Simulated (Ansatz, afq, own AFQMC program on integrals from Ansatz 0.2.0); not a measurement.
# WCl (quartet): quantum Monte Carlo beside coupled cluster at distance W1–Cl2 = 7.573 Å, def2-TZVP

How near does AFQMC come to the top of the ladder for WCl (quartet)?

The runs use Ansatz 0.2.0, Gaussian basis, and an in-house AFQMC program (afq) on its integrals; all values are calculated; def2-TZVP, frozen cores.

Plan: CCSD(T) on UHF; PBE (unrestricted); CCSDT(Q) on UHF; PBE0 (unrestricted); B3LYP (unrestricted); Phaseless AFQMC, CISD trial on UHF.

9 further runs of the same task are left out: 2 for a known fault of the program, 7 that didn't finish.

### Step 1. The geometry

The geometry derives from a PBE0/def2-TZVP stationary point (not a proven minimum). One bond is set to the value named and the two fragments are kept rigid. No spin-orbit coupling is included. Elements past krypton take def2 core potentials.

2 atoms, charge 0, spin multiplicity 4.

Atoms are counted from 1 here; the program's logs count them from 0.

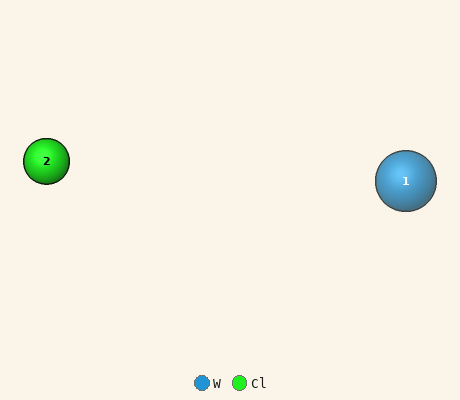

The geometry (tungsten blue, chlorine green); atoms are numbered from 1 in the order of the file.

### Step 2. CCSD(T) on UHF

Input file in.yaml:

```yaml
crystal:
  periodic: [false, false, false]
  atoms:
    - {symbol: W, position_ang: [0.000000, 0.000000, 0.000000]}
    - {symbol: Cl, position_ang: [0.000000, 0.000000, 7.573000]}
basis:
  gaussian: {orbitals: def2-TZVP}
magnetization: {spin_polarized: true, initial_magnetization: 3}
correlation: {method: ccsd_t, electrons: outside_noble_gas, hamiltonian_folder: ham}
```

Command:

```
$ ansatz run in.yaml --threads 1 --pin off --events-out ev --progress --plain --max-ram 24576MiB --backend cuda --devices 0, --max-vram 18GiB
```

Output, cut to the lines that bear on the results:

```text
Functional definition: HF
  name "HF"
  cite "Fock, Z. Phys. 61, 126 (1930) doi:10.1007/BF01340294"
  parent pbe
[...]
580 factors; integrals over basis functions are off by at most 2.0e-4 eV
[...]
mean field -14307.67341500 eV, -525.7972999118 hartree, gradient 2.3e-6 eV, S^2 5.023952; 69 other end points of the search recorded, 0 dependent functions left out
determinant -14307.67341500 eV, -525.7972999118 hartree, with singles and doubles -14315.02654623 eV, -526.0675225006 hartree
determinant -14307.67339971 eV, -525.7972993498 hartree, with singles and doubles -14315.02629011 eV, -526.0675130881 hartree
determinant -14307.67338111 eV, -525.7972986664 hartree, with singles and doubles -14315.02641055 eV, -526.0675175143 hartree
determinant -14307.67337452 eV, -525.7972984244 hartree, with singles and doubles -14315.02629842 eV, -526.0675133938 hartree
determinant -14307.67337057 eV, -525.7972982790 hartree, with singles and doubles -14315.02643974 eV, -526.0675185869 hartree
determinant -14307.67332501 eV, -525.7972966048 hartree, with singles and doubles -14315.02610852 eV, -526.0675064150 hartree
determinant -14307.59384396 eV, -525.7943757303 hartree, with singles and doubles -14314.99823967 eV, -526.0664822536 hartree
determinant -14307.59377959 eV, -525.7943733645 hartree, with singles and doubles -14314.99827666 eV, -526.0664836130 hartree
[...]
determinant -14307.67337057 eV, -525.7972982790 hartree, with singles and doubles -14315.03206668 eV, -526.0677253731 hartree
determinant -14307.67332501 eV, -525.7972966048 hartree, with singles and doubles -14315.03189389 eV, -526.0677190234 hartree
determinant -14307.59384396 eV, -525.7943757303 hartree, with singles and doubles -14314.99996107 eV, -526.0665455137 hartree
determinant -14307.59377959 eV, -525.7943733645 hartree, with singles and doubles -14314.99990501 eV, -526.0665434536 hartree
determinant -14307.59376669 eV, -525.7943728905 hartree, with singles and doubles -14314.99988404 eV, -526.0665426832 hartree
determinant -14307.59375983 eV, -525.7943726383 hartree, with singles and doubles -14314.99988892 eV, -526.0665428622 hartree
determinant -14307.59370953 eV, -525.7943707900 hartree, with singles and doubles -14314.99979489 eV, -526.0665394067 hartree
determinant -14307.59370822 eV, -525.7943707418 hartree, with singles and doubles -14314.99983125 eV, -526.0665407429 hartree
determinant -14307.59366271 eV, -525.7943690694 hartree, with singles and doubles -14314.99975945 eV, -526.0665381045 hartree
9 core orbitals not correlated: weight in the atoms' cores, before any rotation towards them, 0.999 or more for the frozen orbitals, at most 0.000 for the correlated occupied ones
reference -14307.67341500 eV, -525.7972999118 hartree; 8, 5 occupied and 60, 63 virtual orbitals, 580 factors
second order -6.28216363 eV of doubles, -0.00000000 eV of singles
cycle   1  -7.35874721 eV  change    3.4e-6 eV  update   3.0e-6
perturbative correction -0.25830885 eV, -0.0094926753 hartree
Total energy: -14315.29047106 eV, -526.0772215589 hartree
```

It took 2.4 min on 1 × NVIDIA H100 80GB HBM3 with 1 thread of AMD EPYC 7R13 (Zen 3), shared host; peak host memory 1.7 GiB.

From the report: ⟨S²⟩ of the determinant 5.024 (pure quartet: 3.75); correlation -7.6171 eV; T1 0.014; largest double amplitude 0.10. The determinant is far from a pure spin state, so its energy mixes those of several spin states (harmless only where they are near-degenerate, as at dissociation).

This run also writes the integrals to the folder ham.

### Step 3. PBE (unrestricted)

Edit in.yaml of step 2 so:

```diff
@@ -8,2 +8,3 @@
 magnetization: {spin_polarized: true, initial_magnetization: 3}
-correlation: {method: ccsd_t, electrons: outside_noble_gas, hamiltonian_folder: ham}
+hamiltonian: {xc: {name: PBE}}
+output: {orbitals: {seedname: orbitals}}
```

Command:

```
$ ansatz run in.yaml --threads 1 --pin off --events-out ev --progress --plain --max-ram 8192MiB --backend cpu
```

Output, cut to the lines that bear on the results:

```text
Functional definition: PBE
  name "PBE"
  cite "Perdew, Burke & Ernzerhof, Phys. Rev. Lett. 77, 3865 (1996) doi:10.1103/PhysRevLett.77.3865"
  parent pbe
[...]
580 factors; their error is unknown
[...]
mean field -14338.19169729 eV, -526.9188260999 hartree, gradient 1.9e-6 eV, S^2 5.126724; 32 other end points of the search recorded, 0 dependent functions left out
reference -14338.19174132 eV, -526.9188277182 hartree; 17, 14 occupied and 60, 63 virtual orbitals, 580 factors
Total energy: -14338.19174132 eV, -526.9188277182 hartree
```

It took 5 min on 1 thread of AMD EPYC 7R13 (Zen 3), shared host; peak memory 1.7 GiB.

From the report: ⟨S²⟩ of the determinant 5.127 (pure quartet: 3.75). The determinant is far from a pure spin state, so its energy mixes those of several spin states (harmless only where they are near-degenerate, as at dissociation).

### Step 4. CCSDT(Q) on UHF

Edit in.yaml of step 3 so:

```diff
@@ -8,3 +8,2 @@
 magnetization: {spin_polarized: true, initial_magnetization: 3}
-hamiltonian: {xc: {name: PBE}}
-output: {orbitals: {seedname: orbitals}}
+correlation: {method: ccsdt_q, electrons: outside_noble_gas}
```

Command:

```
$ ansatz run in.yaml --threads 1 --pin off --events-out ev --progress --plain --max-ram 24576MiB --backend cuda --devices 0, --max-vram 18GiB
```

Output, cut to the lines that bear on the results:

```text
Functional definition: HF
  name "HF"
  cite "Fock, Z. Phys. 61, 126 (1930) doi:10.1007/BF01340294"
  parent pbe
[...]
893 factors; integrals over basis functions are off by at most 5.8e-7 eV
[...]
mean field -14307.67341649 eV, -525.7972999666 hartree, gradient 2.3e-6 eV, S^2 5.023952; 75 other end points of the search recorded, 0 dependent functions left out
determinant -14307.67341649 eV, -525.7972999666 hartree, with singles and doubles -14315.02657048 eV, -526.0675233917 hartree
determinant -14307.67340087 eV, -525.7972993927 hartree, with singles and doubles -14315.02631436 eV, -526.0675139792 hartree
determinant -14307.67338253 eV, -525.7972987186 hartree, with singles and doubles -14315.02643405 eV, -526.0675183778 hartree
determinant -14307.67337566 eV, -525.7972984660 hartree, with singles and doubles -14315.02632162 eV, -526.0675142461 hartree
[...]
determinant -14307.59371079 eV, -525.7943708362 hartree, with singles and doubles -14314.99981897 eV, -526.0665402918 hartree
determinant -14307.59370979 eV, -525.7943707996 hartree, with singles and doubles -14314.99985573 eV, -526.0665416426 hartree
determinant -14307.59366423 eV, -525.7943691252 hartree, with singles and doubles -14314.99978385 eV, -526.0665390010 hartree
9 core orbitals not correlated: weight in the atoms' cores, before any rotation towards them, 0.999 or more for the frozen orbitals, at most 0.000 for the correlated occupied ones
reference -14307.67341649 eV, -525.7972999666 hartree; 8, 5 occupied and 60, 63 virtual orbitals, 893 factors
second order -6.28220123 eV of doubles, -0.00000000 eV of singles
cycle   1  -7.04743914 eV  change   -7.7e-1 eV  update   8.2e-2
[...]
cycle  47  -7.63532506 eV  change  -7.8e-10 eV  update   1.0e-6
perturbative correction -0.01462716 eV, -0.0005375383 hartree
Total energy: -14315.32336871 eV, -526.0784305254 hartree
```

Run time: 3.3 min. Hardware: 1 × NVIDIA H100 80GB HBM3 with 1 thread of AMD EPYC 7R13 (Zen 3), shared host; peak host memory 1.7 GiB.

From the report: ⟨S²⟩ of the determinant 5.024 (pure quartet: 3.75); correlation -7.6500 eV; T1 0.067; largest double amplitude 0.21. The determinant is far from a pure spin state, so its energy mixes those of several spin states (harmless only where they are near-degenerate, as at dissociation).

### Step 5. PBE0 (unrestricted)

Edit in.yaml of step 4 so:

```diff
@@ -8,2 +8,3 @@
 magnetization: {spin_polarized: true, initial_magnetization: 3}
-correlation: {method: ccsdt_q, electrons: outside_noble_gas}
+hamiltonian: {xc: {name: PBE0}}
+output: {orbitals: {seedname: orbitals}}
```

Command:

```
$ ansatz run in.yaml --threads 1 --pin off --events-out ev --progress --plain --max-ram 8192MiB --backend cpu
```

Output, cut to the lines that bear on the results:

```text
Functional definition: PBE0
  name "PBE0"
  cite "Adamo & Barone, J. Chem. Phys. 110, 6158 (1999) doi:10.1063/1.478522"
  cite "Perdew, Burke & Ernzerhof, Phys. Rev. Lett. 77, 3865 (1996) doi:10.1103/PhysRevLett.77.3865"
  parent pbe
[...]
668 factors; their error is unknown
[...]
mean field -14337.89049250 eV, -526.9077570281 hartree, gradient 9.5e-6 eV, S^2 5.124724; 30 other end points of the search recorded, 0 dependent functions left out
reference -14337.89052488 eV, -526.9077582183 hartree; 17, 14 occupied and 60, 63 virtual orbitals, 668 factors
Total energy: -14337.89052488 eV, -526.9077582183 hartree
```

Run time: 4.4 min. Hardware: 1 thread of AMD EPYC 7R13 (Zen 3), shared host; peak memory 1.7 GiB.

From the report: ⟨S²⟩ of the determinant 5.125 (pure quartet: 3.75). The determinant is far from a pure spin state, so its energy mixes those of several spin states (harmless only where they are near-degenerate, as at dissociation).

### Step 6. B3LYP (unrestricted)

Edit in.yaml of step 5 so:

```diff
@@ -8,3 +8,2 @@
 magnetization: {spin_polarized: true, initial_magnetization: 3}
-hamiltonian: {xc: {name: PBE0}}
-output: {orbitals: {seedname: orbitals}}
+hamiltonian: {xc: {name: B3LYP}}
```

Same command.

Output, cut to the lines that bear on the results:

```text
Functional definition: B3LYP
  name "B3LYP"
  cite "Stephens, Devlin, Chabalowski & Frisch, J. Phys. Chem. 98, 11623 (1994) doi:10.1021/j100096a001"
  cite "Becke, Phys. Rev. A 38, 3098 (1988) doi:10.1103/PhysRevA.38.3098"
  cite "Lee, Yang & Parr, Phys. Rev. B 37, 785 (1988) doi:10.1103/PhysRevB.37.785"
  cite "Vosko, Wilk & Nusair, Can. J. Phys. 58, 1200 (1980) doi:10.1139/p80-159"
[...]
656 factors; their error is unknown
[...]
mean field -14343.52814436 eV, -527.1149369128 hartree, gradient 5.8e-6 eV, S^2 4.875648; 32 other end points of the search recorded, 0 dependent functions left out
reference -14343.52841589 eV, -527.1149468912 hartree; 17, 14 occupied and 60, 63 virtual orbitals, 656 factors
Total energy: -14343.52841589 eV, -527.1149468912 hartree
```

Wall time 4.8 min (1 thread of AMD EPYC 7R13 (Zen 3), shared host); peak memory 1.7 GiB.

From the report: ⟨S²⟩ of the determinant 4.876 (pure quartet: 3.75). The determinant is far from a pure spin state, so its energy mixes those of several spin states (harmless only where they are near-degenerate, as at dissociation).

### Step 7. Phaseless AFQMC, CISD trial on UHF

It reads the integrals that the CCSD(T) run on this determinant wrote.

Command:

```
$ afq ham --method phaseless --trial cisd --walkers 3200 --populations 20 --least-time 60 --time-step 0.005 --steps-per-block 50 --equilibration-blocks 40 --max-blocks 4000 --target-error 0.00043 --factor-cut 1e-05 --start spin_pure --seed 3898 --release-times 0.24,0.5,1,1.5 --release-step 0.02 --release-every 3 --taylor-order 6
```

Output:

```text
orbitals 68  electrons 8 5  factors 466 of 580
reference energy -525.79729991 Eh
CCSD correlation -0.27042881 Eh in 21 cycles, weight of the determinant in the CISD state 0.8429
energy of the start -526.065465 Eh
 block  time / (1/Eh)  mean weight  energy / Eh
     1     0.250  1.0002  -526.062721
     2     0.500  1.0000  -526.065443
     3     0.750  0.9997  -526.068701
     4     1.000  1.0000  -526.070413
     5     1.250  0.9997  -526.072244
     6     1.500  1.0003  -526.073898
     7     1.750  0.9999  -526.074860
     8     2.000  0.9998  -526.074980
     9     2.250  0.9999  -526.075459
    10     2.500  0.9998  -526.075680
    11     2.750  0.9999  -526.076446
    13     3.250  0.9996  -526.077612
    15     3.750  1.0004  -526.077283
    17     4.250  1.0000  -526.077778
    19     4.750  0.9998  -526.077098
    21     5.250  0.9998  -526.077632
    23     5.750  0.9998  -526.078065
    25     6.250  1.0002  -526.078429
    27     6.750  1.0003  -526.077493
    29     7.250  1.0002  -526.077781
    31     7.750  1.0004  -526.077654
    33     8.250  0.9995  -526.078311
    35     8.750  0.9995  -526.077727
    37     9.250  0.9999  -526.077182
    39     9.750  0.9996  -526.077595
    41    10.250  1.0000  -526.077551
    43    10.750  0.9999  -526.076937
    45    11.250  0.9997  -526.077396
    47    11.750  0.9999  -526.078227
    49    12.250  0.9998  -526.077909
    51    12.750  0.9996  -526.077002
    53    13.250  1.0002  -526.076786
    55    13.750  0.9995  -526.077459
    57    14.250  1.0000  -526.076856
    59    14.750  1.0000  -526.077019
    61    15.250  1.0002  -526.076496
    63    15.750  0.9994  -526.077773
    65    16.250  1.0001  -526.077255
    67    16.750  0.9998  -526.076710
    69    17.250  0.9998  -526.076294
    71    17.750  1.0001  -526.075909
    73    18.250  0.9998  -526.076385
    75    18.750  1.0006  -526.077148
    77    19.250  0.9998  -526.078330
    79    19.750  1.0003  -526.077351
    81    20.250  1.0001  -526.076012
    83    20.750  0.9998  -526.077698
    85    21.250  0.9991  -526.076077
    87    21.750  1.0003  -526.076825
    89    22.250  0.9997  -526.076658
error from the spread of 20 populations
released: time / (1/Eh)  energy / Eh  error  mean overlap
  0.24  -526.077525  0.000194  0.9959
  0.50  -526.077912  0.000157  0.9899
  1.00  -526.078376  0.000163  0.9858
  1.50  -526.078453  0.000210  0.9854
energy -526.077057 +/- 0.000162 Eh
```

It took 23 min on 1 × NVIDIA H100 80GB HBM3 with 2 threads of AMD EPYC 7R13 (Zen 3), shared host; peak host memory 1.7 GiB.

Energy -14315.2860 ± 0.0044 eV. Caveats: constraint bias not in the error.

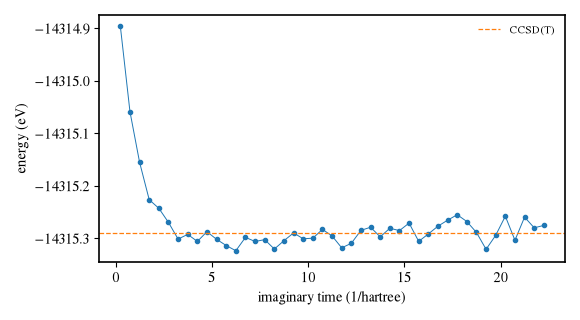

Block energies along the walk.

### Step 8. All levels side by side

On the UHF determinant, counted from CCSDT(Q) (a yardstick, not exact):

| level | energy (eV) | from CCSDT(Q) (kJ/mol) | statistical error (kJ/mol) | time |
| --- | --- | --- | --- | --- |
| HF | -14307.6734 | +738.1 |  |  |
| MP2 | -14313.9556 | +132.0 |  |  |
| CCSD | -14315.0322 | +28.1 |  |  |
| CCSD(T) | -14315.2905 | +3.2 |  |  |
| CCSDT(Q) | -14315.3234 | 0.0 |  |  |
| Phaseless AFQMC, CISD trial, step 0.005, 3200 walkers | -14315.2860 | +3.6 | 0.4 | 23 min |

The functionals' totals stand on their own zeros and serve differences with other points: PBE -14338.192 eV; PBE0 -14337.891 eV; B3LYP -14343.528 eV.

### Step 9. Summary of results

```
                                        quantity              value
                    CCSD(T) on UHF from CCSDT(Q)        +3.2 kJ/mol
Phaseless AFQMC, CISD trial on UHF from CCSDT(Q)  +3.6 ± 0.4 kJ/mol
```

On UHF the phaseless walk with the CISD trial lies +3.6 kJ/mol from CCSDT(Q), 8 times its error bar. Error bars are statistical and leave out the constraint, the time step and what remains of the start. W carries a core potential, and spin-orbit coupling is left out.
